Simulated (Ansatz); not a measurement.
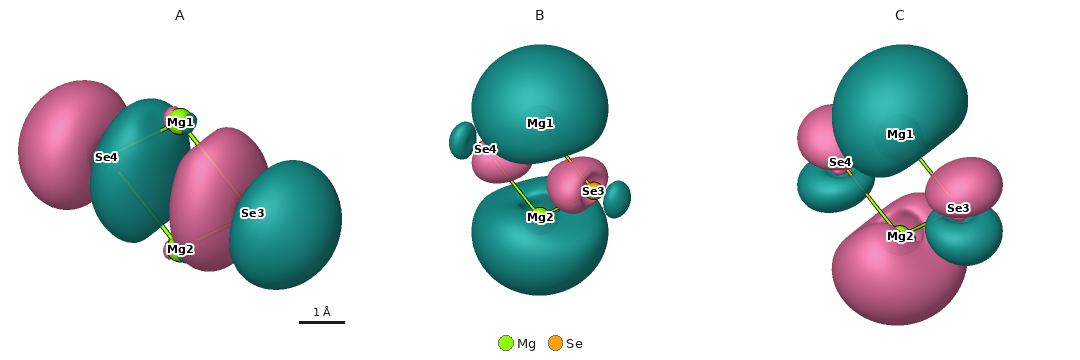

*Mg2Se2 (charge +1, quartet). Three frontier orbitals at ±0.06 Å⁻³ᐟ² (teal and pink are the two phases), in no order.*

Geometry: r2SCAN-D4/def2-SVP.

These are results of UKS PBE0-D4/def2-TZVP (Ansatz 0.2.0), not measurements.

Question: Order the three orbitals by energy and name them. All are α orbitals.

Answer: A is the HOMO−1 (α) (−12.01 eV). By Hirshfeld shares it lies mainly on Se3 (about 45 %) and Se4 (about 45 %); it is symmetric in the molecular plane (an in-plane orbital: σ, lone-pair or in-plane π type); it is ungerade (odd under inversion). B is the HOMO (α) (−8.92 eV). Its weight (Hirshfeld) is mainly on Mg1 (about 40 %), Mg2 (about 40 %), Se3 (about 10 %) and Se4 (about 10 %); it is gerade (even under inversion). C is the LUMO (α) (−7.46 eV). Its weight (Hirshfeld) is mainly on Mg1 (about 40 %), Mg2 (about 40 %), Se3 (about 10 %) and Se4 (about 10 %); it is symmetric in the molecular plane (an in-plane orbital: σ, lone-pair or in-plane π type); it is ungerade (odd under inversion).

Question: What is the gap between the highest occupied and lowest empty α orbitals?

Answer: 1.46 eV between the orbital energies.
